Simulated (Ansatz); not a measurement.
A series of calculations on CH6OSi

**1. Relaxation**

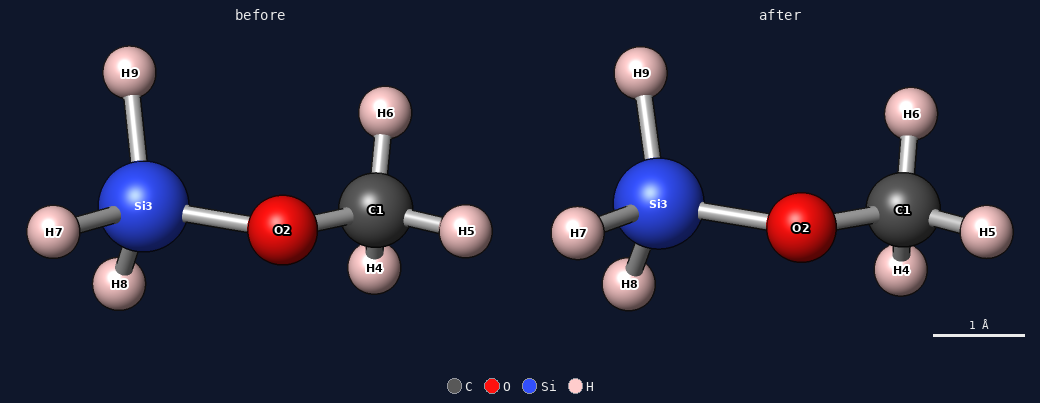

The structure of CH6OSi (coarse preliminary run) before (left) and after (right) a relaxation, at one scale.

A ball-and-stick model, seen face on.

Theory: RKS PBE-D4/def2-SVP in Ansatz 0.2.0.

The input:
```yaml
crystal:
  periodic: [false, false, false]
  atoms:
    - {symbol: C, position_ang: [-0.394000, 0.954900, -0.766500]}
    - {symbol: O, position_ang: [0.652900, 0.138500, -0.522500]}
    - {symbol: Si, position_ang: [0.478200, -0.981200, 0.681300]}
    - {symbol: H, position_ang: [-1.254400, 0.442400, -1.087900]}
    - {symbol: H, position_ang: [-0.166900, 1.658400, -1.620600]}
    - {symbol: H, position_ang: [-0.674000, 1.637900, 0.092500]}
    - {symbol: H, position_ang: [1.787600, -1.770900, 0.803200]}
    - {symbol: H, position_ang: [-0.592700, -1.862400, 0.386300]}
    - {symbol: H, position_ang: [0.251700, -0.264000, 2.017200]}
basis:
  gaussian: {orbitals: def2-SVP}
hamiltonian: {xc: pbe, dispersion: d4}
relax: {f_tol: 0.03, max_steps: 250}
```

**What changed between the two?**

The atom that moves furthest after the best rigid fit is H8 (0.13 Å). Largest moves by element: H 0.13 Å, C 0.08 Å, Si 0.07 Å, O 0.03 Å. Some distances before and after: Si3–H8 1.418 → 1.510 Å, C1–O2 1.350 → 1.414 Å, C1–H4 1.052 → 1.115 Å, Si3–H7 1.534 → 1.498 Å. Among the angles between lasting bonds that change: C1–O2–Si3 117.3° → 121.9°, H4–C1–H5 103.7° → 107.8°, H8–Si3–H9 111.1° → 108.1°. The optimiser took 5 steps. The run took about 6 core-seconds on a shared host.

**2. Relaxation**

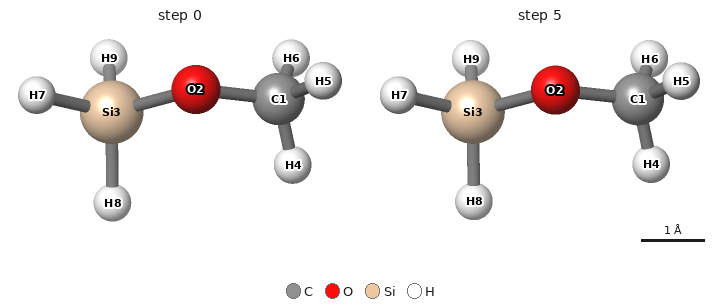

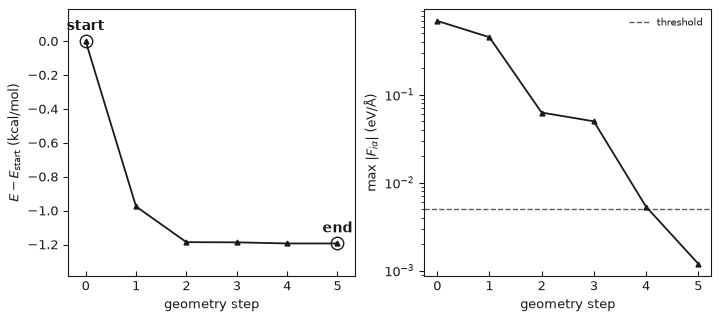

First and last geometry of a relaxation of CH6OSi, with the history of the run. A ball-and-stick model, seen at a tilt.

Level of theory: RKS PBE0-D4/def2-TZVP (Ansatz). Settings: force threshold 0.005 eV/Å; at most 200 steps.

### Did the run converge, and what did it change?

It converged. The largest move after the best rigid fit is that of H9, 0.040 Å. By element the largest moves are H 0.040 Å, Si 0.022 Å, O 0.021 Å, C 0.015 Å. Among the contacts that change: O2–Si3 1.681 → 1.642 Å, Si3–H8 1.510 → 1.490 Å, C1–H4 1.115 → 1.096 Å, C1–H5 1.109 → 1.091 Å. After 5 geometry steps the energy has fallen by 1.19 kcal/mol. The largest force component goes from 0.7 to 0.0012 eV/Å. The run took roughly 14 core-seconds on a shared host.

**3. A change**

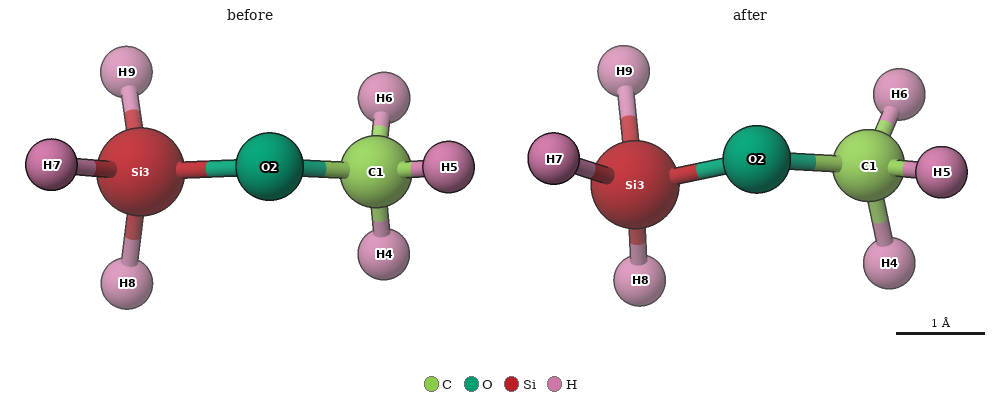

Left: CH6OSi. Right: the same structure after one change, at the same scale. The picture is a ball-and-stick view, seen face on.

The calculation used Ansatz 0.2.0, RHF-CCSD(T), frozen core/def2-TZVPP. 

What distinguishes the right structure from the left one?

All atoms are moved at random (σ = 0.09 Å) from the PBE0-D4/def2-TZVP minimum.

And its effect?

It costs 1.626 eV. The largest force is 5.5 eV/Å, on Si3. The forces point partly back along the displacements (cosine −0.67). At other levels of theory the same distortion costs 1.485 eV (RKS PBE-D4/def2-TZVPP), 1.588 eV (RKS r2SCAN-D4/def2-TZVPP), 1.623 eV (RKS PBE0-D4/def2-TZVPP), 1.631 eV (RKS wB97M-V/def2-TZVPP). Some distances before and after: C1–H4 1.096 → 1.313 Å, Si3–H9 1.490 → 1.639 Å, Si3–H8 1.490 → 1.355 Å, C1–H5 1.091 → 1.167 Å. Among the angles between lasting bonds that change: H7–Si3–H8 110.4° → 129.4°, O2–C1–H6 111.5° → 123.4°.

**4. A change**

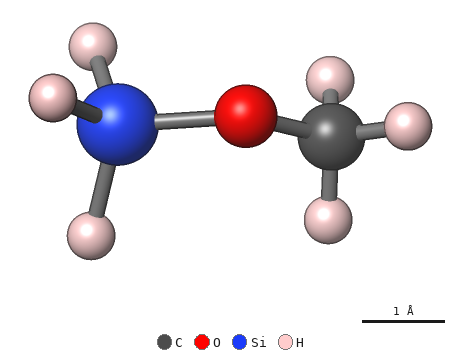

This is CH₆OSi. A ball-and-stick model, seen at a tilt.

These are results of Ansatz, RKS PBE-D4/def2-TZVPP, not measurements. 

Now this is done to it. All atoms are moved at random (σ = 0.02 Å) from the PBE0-D4/def2-TZVP minimum.

Input
```yaml
crystal:
  periodic: [false, false, false]
  atoms:
    - {symbol: C, position_ang: [-0.431394, 1.027270, -0.798321]}
    - {symbol: O, position_ang: [0.655982, 0.108399, -0.496776]}
    - {symbol: Si, position_ang: [0.506156, -1.005252, 0.723595]}
    - {symbol: H, position_ang: [-1.326772, 0.456003, -1.130476]}
    - {symbol: H, position_ang: [-0.079329, 1.661889, -1.580134]}
    - {symbol: H, position_ang: [-0.681558, 1.619530, 0.044897]}
    - {symbol: H, position_ang: [1.804853, -1.740182, 0.734210]}
    - {symbol: H, position_ang: [-0.615031, -1.889228, 0.421780]}
    - {symbol: H, position_ang: [0.249003, -0.362642, 2.009264]}
basis:
  gaussian: {orbitals: def2-TZVPP}
hamiltonian: {xc: pbe, dispersion: d4}
output: {forces: true}
```

**What is the effect?**

It costs 1.85 kcal/mol. The largest force is 2.1 eV/Å, on C1. The forces point partly back along the displacements (cosine −0.61). At other levels of theory the same distortion costs 1.75 kcal/mol (RKS r2SCAN-D4/def2-TZVPP), 2.17 kcal/mol (RKS PBE0-D4/def2-TZVPP), 1.62 kcal/mol (RKS wB97M-V/def2-TZVPP), 1.56 kcal/mol (RHF-CCSD(T), frozen core/def2-TZVPP). Some distances before and after: C1–O2 1.408 → 1.455 Å, C1–H6 1.096 → 1.060 Å, Si3–H8 1.490 → 1.459 Å, Si3–H9 1.490 → 1.460 Å. Among the angles between lasting bonds that change: H4–C1–H5 108.4° → 110.6°.
